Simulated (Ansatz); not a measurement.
## Two runs on Al2BH5O

System: Al2BH5O, SMILES B[O][AlH][AlH2].
Method of run 1: RKS PBE-D4/def2-TZVPP (Ansatz 0.2.0).

The geometry comes from this level: PBE0-D4/def2-TZVP. Text and figures count atoms from 1; the logs count them from 0 in places.

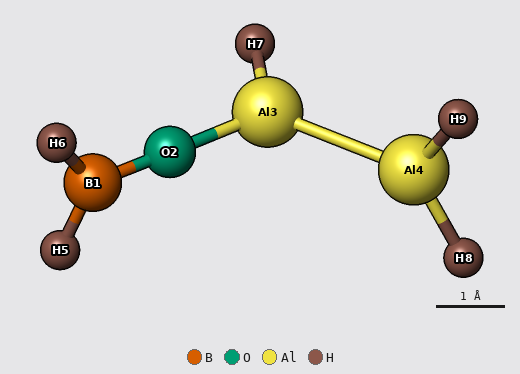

The input geometry (ball-and-stick view, seen at a tilt; atoms are numbered from 1 in the order of the input). Sticks mark near contacts. Bond lengths as drawn: Al–Al 2.59 Å, Al–H 1.59 Å, Al–O 1.70 Å, B–H 1.21 Å and B–O 1.33 Å.

### Input, run 1
```yaml
crystal:
  periodic: [false, false, false]
  atoms:
    - {symbol: B, position_ang: [-0.613063, 1.185825, -1.956429]}
    - {symbol: O, position_ang: [0.122180, 0.552187, -1.045003]}
    - {symbol: Al, position_ang: [1.075114, -0.248021, 0.107725]}
    - {symbol: Al, position_ang: [-0.170853, -1.172446, 2.180550]}
    - {symbol: H, position_ang: [-1.102927, 0.563146, -2.864374]}
    - {symbol: H, position_ang: [-0.786320, 2.374461, -1.860358]}
    - {symbol: H, position_ang: [2.620792, -0.315279, -0.258068]}
    - {symbol: H, position_ang: [-0.774512, -2.646517, 2.201930]}
    - {symbol: H, position_ang: [-0.370421, -0.293366, 3.494027]}
basis:
  gaussian: {orbitals: def2-TZVPP}
hamiltonian: {xc: pbe, dispersion: d4}
```

Command:
```bash
ansatz run in.yaml --threads 2 --pin off --events-out ev --progress --plain --max-ram 4352MiB
```

Hardware: 2 threads of Arm Neoverse V1, 23 GiB of memory available, shared host.

### Output (run 1)
```
Functional definition: PBE
  parameter kappa = 0.804
  parameter beta = 0.06672455060314922
  exchange = pbe_x(kappa = kappa, mu = beta*pi^2/3)
  correlation = pbe_c(beta = beta)
1153 factors; their error is unknown
mean field evaluation 1: about -15981.8981 eV, gradient 6.6e1 eV
mean field evaluation 2: about -15863.6219 eV, gradient 1.9e2 eV
mean field evaluation 4: about -15989.8779 eV, gradient 1.0e1 eV
mean field evaluation 8: about -15990.2828 eV, gradient 6.4e-2 eV
mean field evaluation 16: about -15990.2704 eV, gradient 5.3e-5 eV
mean field -15990.27035463 eV, -587.6315969381 hartree, gradient 5.3e-5 eV, S^2 0.000000; 0 other end points of the search recorded, 0 dependent functions left out
reference -15990.27041166 eV, -587.6315990340 hartree; 22, 22 occupied and 194, 194 virtual orbitals, 1153 factors
Total energy: -15990.41361859 eV, -587.6368617916 hartree
```

The input of run 2 differs as follows (lines with − go, lines with + come):
```diff
-    - {symbol: B, position_ang: [-0.613063, 1.185825, -1.956429]}
-    - {symbol: O, position_ang: [0.122180, 0.552187, -1.045003]}
-    - {symbol: Al, position_ang: [1.075114, -0.248021, 0.107725]}
-    - {symbol: Al, position_ang: [-0.170853, -1.172446, 2.180550]}
-    - {symbol: H, position_ang: [-1.102927, 0.563146, -2.864374]}
-    - {symbol: H, position_ang: [-0.786320, 2.374461, -1.860358]}
-    - {symbol: H, position_ang: [2.620792, -0.315279, -0.258068]}
-    - {symbol: H, position_ang: [-0.774512, -2.646517, 2.201930]}
-    - {symbol: H, position_ang: [-0.370421, -0.293366, 3.494027]}
+    - {symbol: B, position_ang: [-0.606830, 0.189931, -1.889980]}
+    - {symbol: O, position_ang: [0.311835, -0.034086, -1.147760]}
+    - {symbol: Al, position_ang: [1.615607, -0.461651, 0.316747]}
+    - {symbol: Al, position_ang: [-0.146664, -0.945005, 2.154577]}
+    - {symbol: H, position_ang: [-1.500297, 0.408402, -2.614355]}
+    - {symbol: H, position_ang: [2.359648, -1.693560, -0.383877]}
+    - {symbol: H, position_ang: [2.400189, 0.933257, 0.345849]}
+    - {symbol: H, position_ang: [-1.709960, -0.813567, 1.766988]}
+    - {symbol: H, position_ang: [0.078024, -1.371679, 3.681132]}
```

What does this change do to the results?

With the same method and basis, run 2 lies 26.8 kcal/mol higher.

### Output (run 2)
```
Functional definition: PBE
  parameter kappa = 0.804
  parameter beta = 0.06672455060314922
  exchange = pbe_x(kappa = kappa, mu = beta*pi^2/3)
  correlation = pbe_c(beta = beta)
1153 factors; their error is unknown
mean field evaluation 1: about -15982.0974 eV, gradient 6.1e1 eV
mean field evaluation 2: about -15934.0951 eV, gradient 1.6e2 eV
mean field evaluation 4: about -15988.9761 eV, gradient 6.5e0 eV
mean field evaluation 8: about -15989.1007 eV, gradient 1.1e-1 eV
mean field evaluation 16: about -15989.0898 eV, gradient 1.2e-4 eV
mean field -15989.08981001 eV, -587.5882127234 hartree, gradient 2.5e-5 eV, S^2 0.000000; 0 other end points of the search recorded, 0 dependent functions left out
reference -15989.08986878 eV, -587.5882148834 hartree; 22, 22 occupied and 194, 194 virtual orbitals, 1153 factors
Total energy: -15989.25210703 eV, -587.5941770291 hartree
```

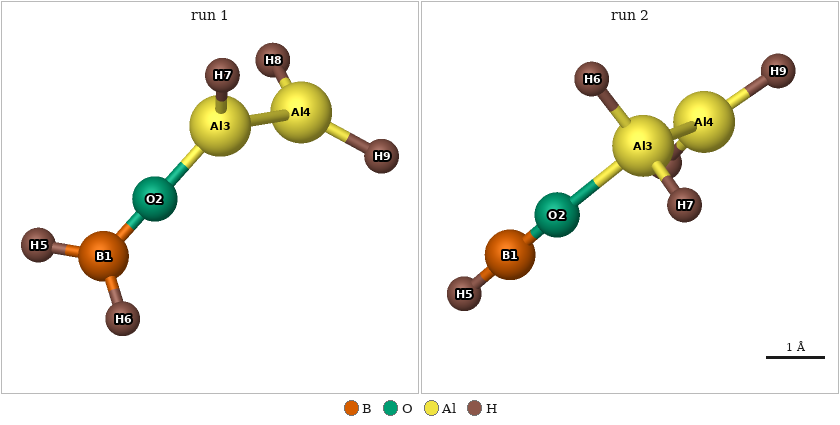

The two input geometries at one scale (ball-and-stick view, seen at a tilt). H6 moves most after the best rigid fit: 4.28 Å. By element the largest moves are H 4.28 Å, B 0.82 Å, Al 0.59 Å, O 0.45 Å. Among the contacts that change: B1–H6 1.205 → 3.823 Å, Al3–H6 3.770 → 1.601 Å, O2–Al3 1.696 → 2.007 Å, B1–O2 1.331 → 1.202 Å.

### The two runs side by side

| quantity | run 1 | run 2 |
| --- | --- | --- |
| outcome | converged | converged |
| total energy (hartree) | −587.636862 | −587.594177 |
| basis functions | 216 | 216 |
| wall time (shared host) | 2.4 s | 2.6 s |
